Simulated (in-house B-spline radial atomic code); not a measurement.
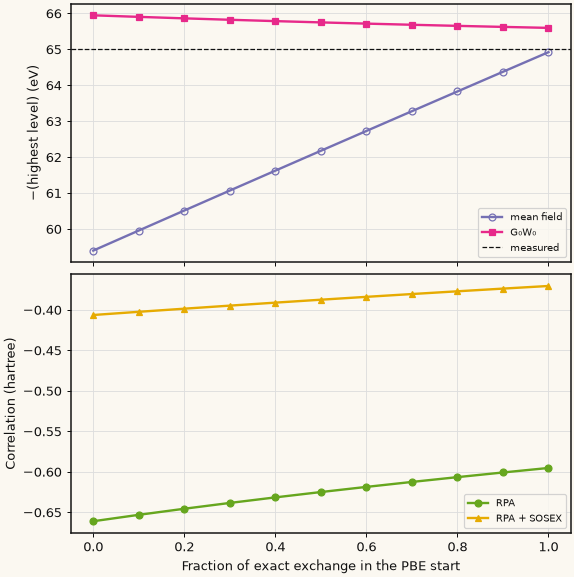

G₀W₀ and RPA for P⁴⁺ ([Ne] 3s) as exact exchange is mixed into the PBE start. All-electron spherical atom, non-relativistic, no spin-orbit coupling, Breit or QED terms; computed with a B-spline radial code.

**Where does the G₀W₀ correction vanish, and how does the correlation energy move?**

The mean-field binding energy of 3s↑ runs from 59.40 eV at fraction 0 to 64.92 eV at 1, the G₀W₀ value only from 65.95 to 65.60 eV. The two curves don't cross in this range. The measured removal energy is 65.03 eV. The RPA correlation energy goes from −0.6609 to −0.5951 hartree, and with SOSEX from −0.4062 to −0.3704.
